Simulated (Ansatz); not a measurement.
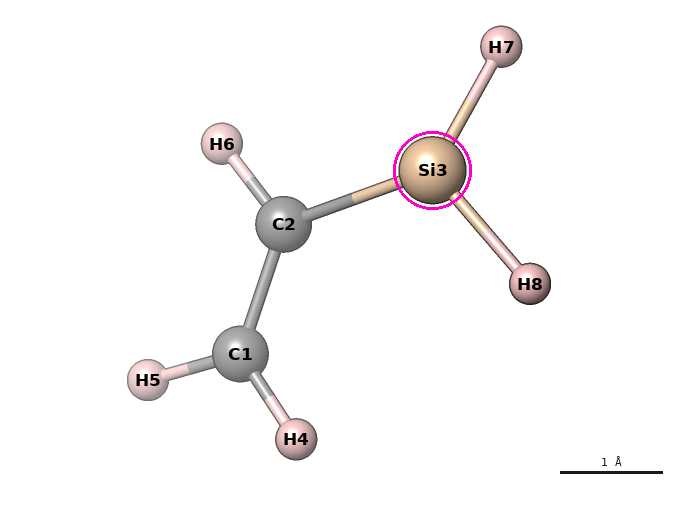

Orthographic view. Atoms fade into the background with distance from the viewer. State: neutral, doublet. Computed geometry: PBE-D4/def2-SVP optimisation. No frequency run is at hand to confirm it as a minimum.

Question: Which atoms are bonded to the circled atom?

Answer: The circled atom is Si3; it is bonded to C2, H7, H8.

Question: Which two atoms are farthest apart in space?

Answer: H5 and H7, 4.94 Å.

Question: What is the shortest path along bonds from the circled atom to H5?

Answer: Si3–C2–C1–H5, 3 bonds; through space the two are 3.88 Å apart.
